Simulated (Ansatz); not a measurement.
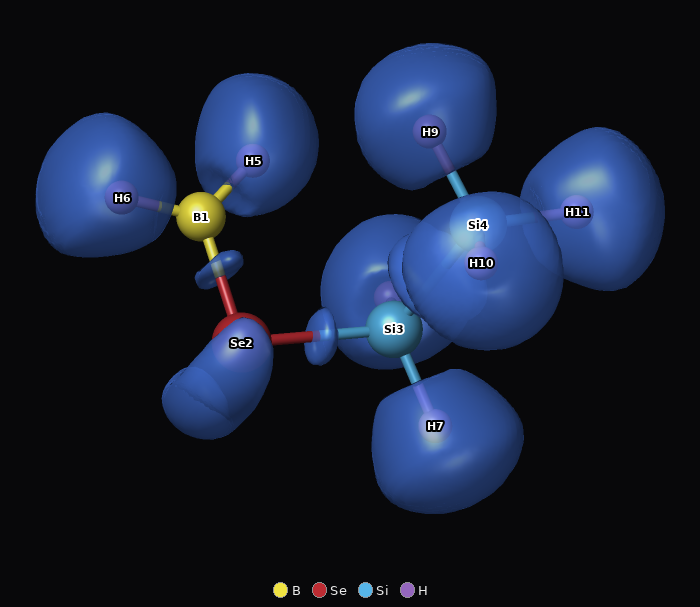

The picture shows: BH7SeSi2 (SMILES B[Se][SiH2][SiH3]). Isosurface of the ELF at 0.85 (blue), seen at a tilt. Core shells and regions of very low density are left out.

Geometry: PBE0-D4/def2-TZVP.

All numbers below come from Ansatz, RKS PBE0-D4/def2-TZVPP.

The calculation's input:

```
crystal:
  periodic: [false, false, false]
  atoms:
    - {symbol: B, position_ang: [-0.712155, 2.045196, 0.957584]}
    - {symbol: Se, position_ang: [1.084382, 1.434216, 1.151854]}
    - {symbol: Si, position_ang: [0.707400, -0.802294, 0.746233]}
    - {symbol: Si, position_ang: [0.053188, -1.073069, -1.479872]}
    - {symbol: H, position_ang: [-1.596283, 1.286935, 0.702803]}
    - {symbol: H, position_ang: [-0.896317, 3.212415, 1.107830]}
    - {symbol: H, position_ang: [1.993962, -1.497054, 1.016526]}
    - {symbol: H, position_ang: [-0.316893, -1.300971, 1.700088]}
    - {symbol: H, position_ang: [-1.166084, -0.262810, -1.735738]}
    - {symbol: H, position_ang: [1.150027, -0.598271, -2.363767]}
    - {symbol: H, position_ang: [-0.235728, -2.501194, -1.782940]}
basis:
  gaussian: {orbitals: def2-TZVPP}
hamiltonian: {xc: pbe0, dispersion: d4}
output: {orbitals: {seedname: orbitals}}
```

Run with:

```sh
ansatz run in.yaml --threads 4 --pin off --events-out ev --progress --plain --max-ram 10444MiB
```

Question: Where are the electrons localised?

Answer: The ELF exceeds this value in one region between bonded B–Se atoms (shared pairs), one region between bonded Se–Si atoms (shared pairs), one region between bonded Si–Si atoms (shared pairs), seven regions around hydrogen nuclei and one lobe on Se, pointing away from the bonds (lone pairs, which may merge into one lobe).

Values along the shortest contacts:
B–Se (1.91 Å): the ELF peaks at about 0.90 between the atoms; a covalent bond. Si–Se (2.30 Å): the ELF peaks at about 0.90 between the atoms; a shared electron pair.
